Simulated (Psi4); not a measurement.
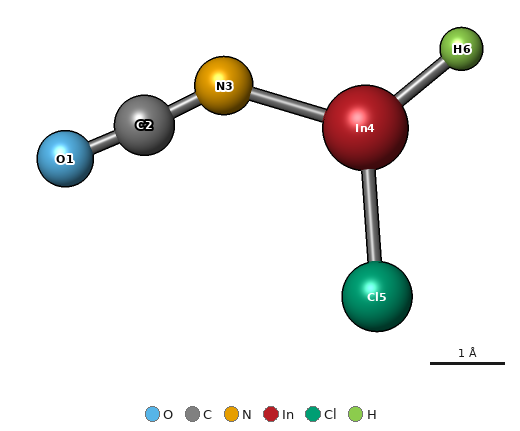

*The structure (ball-and-stick view, seen on its broad side; atoms are numbered from 1 in the order of the input). Sticks mark near contacts.*

Bond lengths as drawn: Cl–In 2.32 Å, C–N 1.21 Å, C–O 1.17 Å, H–In 1.69 Å and In–N 2.02 Å.

Single-point calculation, with input and output: CHClInNO

System: CHClInNO.
Method: wB97X-V/def2-SVP, RKS, core potentials def2 (Psi4 1.11).

The geometry comes from this level: PBE0-D4/def2-TZVP.

**The program's output**
```
Psi4 1.11 release

   => Loading Basis Set <=

    Name: DEF2-SVP
    Role: ORBITAL
    Keyword: BASIS

    !!!  WARNING: ECP capability is in beta. Please check occupations closely.  !!!

         ---------------------------------------------------------
                                   SCF
                              RKS Reference
                        1 Threads,   2098 MiB Core
         ---------------------------------------------------------

  ==> Geometry <==

    Molecular point group: c1
    Full point group: C1

    Geometry (in Angstrom), charge = 0, multiplicity = 1:

       Center              X                  Y                   Z               Mass
    ------------   -----------------  -----------------  -----------------  -----------------
         O            1.628000000000    -2.320400000000     0.058100000000    15.994914619570
         C            0.896600000000    -1.470900000000     0.379300000000    12.000000000000
         N            0.136700000000    -0.626900000000     0.782100000000    14.003074004430
         IN          -0.744200000000     1.027900000000     0.031300000000   114.903878776000
         CL          -0.127000000000     1.382000000000    -2.172000000000    34.968852682000
         H           -1.790100000000     2.008300000000     0.921200000000     1.007825032230

  Running in c1 symmetry.

  Rotational constants: A =      0.11146  B =      0.03708  C =      0.02782 [cm^-1]
  Rotational constants: A =   3341.60469  B =   1111.65117  C =    834.15352 [MHz]
  Nuclear repulsion =  275.012338807376466

  Charge       = 0
  Multiplicity = 1
  Electrons    = 60
  Nalpha       = 30
  Nbeta        = 30

  ==> Algorithm <==

  SCF Algorithm Type is PK.
  DIIS enabled.
  MOM disabled.
  Fractional occupation disabled.
  Guess Type is SAD.
  Energy threshold   = 1.00e-09
  Density threshold  = 1.00e-08
  Integral threshold = 1.00e-12

  ==> Primary Basis <==

  Basis Set: DEF2-SVP
    Blend: DEF2-SVP
    Number of shells: 39
    Number of basis functions: 91
    Number of Cartesian functions: 97
    Spherical Harmonics?: true
    Max angular momentum: 2

  Core potential: DEF2-SVP
    Number of shells: 4
    Number of ECP primitives: 18
    Number of ECP core electrons: 28
    Max angular momentum: 3

  ==> DFT Potential <==

   => LibXC <=

    Version 7.1.2

   => Composite Functional: WB97X-V <=

    wB97X-V Hyb-GGA Exchange-Correlation Functional

    Deriv               =              1
    GGA                 =           TRUE
    Meta                =          FALSE

    Exchange Hybrid     =           TRUE
    MP2 Hybrid          =          FALSE

   => Exchange-Correlation Functionals <=

    1.0000   wB97X-V range-separated functional

   => Exact (HF) Exchange <=

    0.8330            HF,LR [omega = 0.3000]
    0.1670               HF

   => LibXC Density Thresholds  <==

    XC_HYB_GGA_XC_WB97X_V:  1.00E-14

   => VV10 Non-Local Parameters <=

    VV10 B              =     6.0000E+00
    VV10 C              =     1.0000E-02

   => Molecular Quadrature <=

    Radial Scheme          =       TREUTLER
    Pruning Scheme         =           NONE
    Nuclear Scheme         =       TREUTLER

    Blocking Scheme        =         OCTREE
    BS radius alpha        =              1
    Pruning alpha          =              1
    Radial Points          =             99
    Spherical Points       =            590
    Total Points           =         334358
    Total Blocks           =           2534
    Max Points             =            256
    Max Functions          =             88
    Weights Tolerance      =       1.00E-15

  ==> Integral Setup <==

  Using in-core PK algorithm.
   Calculation information:
      Number of atoms:                   6
      Number of AO shells:              39
      Number of primitives:             82
      Number of atomic orbitals:        97
      Number of basis functions:        91

      Integral cutoff                 1.00e-12
      Number of threads:                 1

  Performing in-core PK
  Using 26290173 doubles for integral storage.
  We computed 240993 shell quartets total.
  Whereas there are 304590 unique shell quartets.

  Computing range-separated integrals for PK
  We computed 240993 wK shell quartets total.
  Whereas there are 304590 wK unique shell quartets.

  ==> DiskJK: Disk-Based J/K Matrices <==

    J tasked:                  Yes
    K tasked:                  Yes
    wK tasked:                 Yes
    Omega:               3.000E-01
    Memory [MiB]:              970
    Schwarz Cutoff:          1E-12

  Cached 100.0% of DFT collocation blocks in 0.589 [GiB].

  Minimum eigenvalue in the overlap matrix is 3.0818047020E-03.
  Reciprocal condition number of the overlap matrix is 7.3088873153E-04.
    Using symmetric orthogonalization.

  ==> Pre-Iterations <==

  SCF Guess: Superposition of Atomic Densities via on-the-fly atomic UHF (no occupation information).

   -------------------------
    Irrep   Nso     Nmo
   -------------------------
     A         91      91
   -------------------------
    Total      91      91
   -------------------------

  ==> Iterations <==

                        Total Energy        Delta E     RMS |[F,P]|

   @RKS iter SAD:  -816.94100866282906   -8.16941e+02   0.00000e+00
   @RKS iter   1:  -818.46694013816148   -1.52593e+00   7.45346e-03 ADIIS/DIIS
   @RKS iter   2:  -818.48231614993665   -1.53760e-02   7.36780e-03 ADIIS/DIIS
   @RKS iter   3:  -818.66048909363531   -1.78173e-01   8.86584e-04 ADIIS/DIIS
   @RKS iter   4:  -818.66287333193634   -2.38424e-03   3.82418e-04 ADIIS/DIIS
   @RKS iter   5:  -818.66331775109074   -4.44419e-04   1.19360e-04 ADIIS/DIIS
   @RKS iter   6:  -818.66337221514345   -5.44641e-05   2.60412e-05 DIIS
   @RKS iter   7:  -818.66337615053681   -3.93539e-06   5.48663e-06 DIIS
   @RKS iter   8:  -818.66337645317310   -3.02636e-07   1.49906e-06 DIIS
   @RKS iter   9:  -818.66337648802687   -3.48538e-08   3.36544e-07 DIIS
   @RKS iter  10:  -818.66337648983040   -1.80353e-09   1.03685e-07 DIIS
   @RKS iter  11:  -818.66337648995932   -1.28921e-10   3.23257e-08 DIIS
   @RKS iter  12:  -818.66337648997637   -1.70530e-11   9.78375e-09 DIIS
  Energy and wave function converged.

  ==> Post-Iterations <==

   Electrons on quadrature grid:
      Ntotal   =   60.0000009331 ; deviation = 9.331e-07

    Orbital Energies [Eh]
    ---------------------

    Doubly Occupied:

       1A   -101.480796     2A    -19.256574     3A    -14.428864
       4A    -10.414762     5A     -9.544520     6A     -7.303909
       7A     -7.298256     8A     -7.297440     9A     -4.837694
      10A     -3.253324    11A     -3.244127    12A     -3.241651
      13A     -1.216992    14A     -1.044702    15A     -0.965230
      16A     -0.936786    17A     -0.935455    18A     -0.934813
      19A     -0.933127    20A     -0.894015    21A     -0.637096
      22A     -0.600505    23A     -0.571566    24A     -0.568124
      25A     -0.508794    26A     -0.457682    27A     -0.428753
      28A     -0.418545    29A     -0.395175    30A     -0.393732

    Virtual:

      31A     -0.003249    32A      0.023574    33A      0.087290
      34A      0.140232    35A      0.142386    36A      0.170263
      37A      0.198189    38A      0.233636    39A      0.255088
      40A      0.273180    41A      0.308536    42A      0.382921
      43A      0.433619    44A      0.463203    45A      0.483581
      46A      0.536424    47A      0.559643    48A      0.594502
      49A      0.643817    50A      0.684997    51A      0.746390
      52A      0.808337    53A      0.890090    54A      0.900718
      55A      0.906995    56A      0.923535    57A      0.929806
      58A      0.976072    59A      0.994435    60A      1.012338
      61A      1.076674    62A      1.101678    63A      1.148939
      64A      1.184539    65A      1.201634    66A      1.253627
      67A      1.337266    68A      1.357794    69A      1.596767
      70A      1.668247    71A      1.668934    72A      1.677634
      73A      1.679561    74A      1.698624    75A      1.794265
      76A      1.942841    77A      2.331039    78A      2.374547
      79A      2.649483    80A      2.669215    81A      2.767228
      82A      2.767771    83A      2.862980    84A      3.434663
      85A      3.524784    86A      3.533464    87A      3.919569
      88A     16.000412    89A     16.653933    90A     17.066010
      91A     61.291972

    Final Occupation by Irrep:
              A
    DOCC [    30 ]
    NA   [    30 ]
    NB   [    30 ]

  @RKS Final Energy:  -818.66337648997637

   => Energetics <=

    Nuclear Repulsion Energy =            275.0123388073764659
    One-Electron Energy =               -1746.6857546174139770
    Two-Electron Energy =                 700.5542106499461852
    DFT Exchange-Correlation Energy =     -47.7832260890738709
    Empirical Dispersion Energy =           0.0000000000000000
    VV10 Nonlocal Energy =                  0.2390547591889441
    Total Energy =                       -818.6633764899763719

Computation Completed

Properties will be evaluated at   0.000000,   0.000000,   0.000000 [a0]

Properties computed using the SCF density matrix

 Multipole Moments:

 ------------------------------------------------------------------------------------
     Multipole            Electronic (a.u.)      Nuclear  (a.u.)        Total (a.u.)
 ------------------------------------------------------------------------------------

 L = 1.  Multiply by 2.5417464519 to convert [e a0] to [Debye]
 Dipole X            :         -0.4628654           -0.4096926           -0.8725580
 Dipole Y            :        -28.0352811           28.9341636            0.8988826
 Dipole Z            :         51.8568757          -51.2686477            0.5882280
 Magnitude           :                                                    1.3839651

 ------------------------------------------------------------------------------------

	total time  =         47 seconds =       0.78 minutes

    Psi4 run time: 0:00:46.70
```

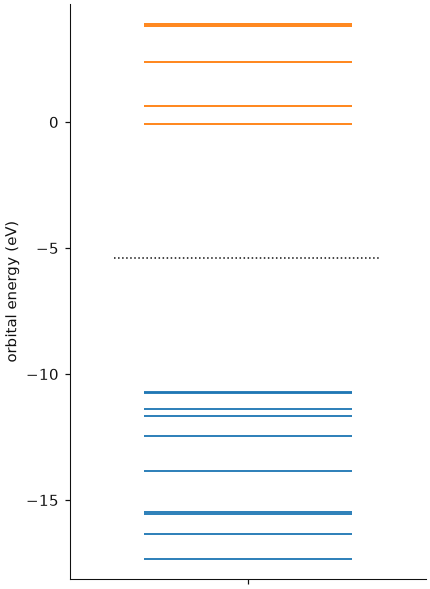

*Orbital energies near the frontier; the dotted line parts filled from empty levels, and levels within 0.02 eV of each other stand side by side.*

Highest filled −10.71 eV, lowest empty −0.09 eV, 10.62 eV apart.

This output came from the following input.

**Input file (chclinno.inp)**
```
memory 2200 mb

molecule {
  0 1
  O      1.628000    -2.320400     0.058100
  C      0.896600    -1.470900     0.379300
  N      0.136700    -0.626900     0.782100
  In    -0.744200     1.027900     0.031300
  Cl    -0.127000     1.382000    -2.172000
  H     -1.790100     2.008300     0.921200
  symmetry c1
  no_reorient
  no_com
}

set {
  basis def2-SVP
  puream true
  e_convergence 1e-09
  d_convergence 1e-08
  scf_type pk
  dft_radial_points 99
  dft_spherical_points 590
}

energy_value, wavefunction = energy('wb97x-v', return_wfn=True)
```

Run as:
```bash
psi4 -n 1 chclinno.inp chclinno.out
```

**Summary**

| quantity | value |
| --- | --- |
| outcome | converged |
| total energy | −818.663376 hartree |
| basis functions | 91 |
| HOMO | −10.71 eV |
| LUMO | −0.09 eV |
| dipole moment | 3.52 D |
| hardware | 1 thread of Intel Xeon (Granite Rapids), 32 GiB of memory available, shared host |
| wall time | 48 s |
| peak memory | 1 GiB |
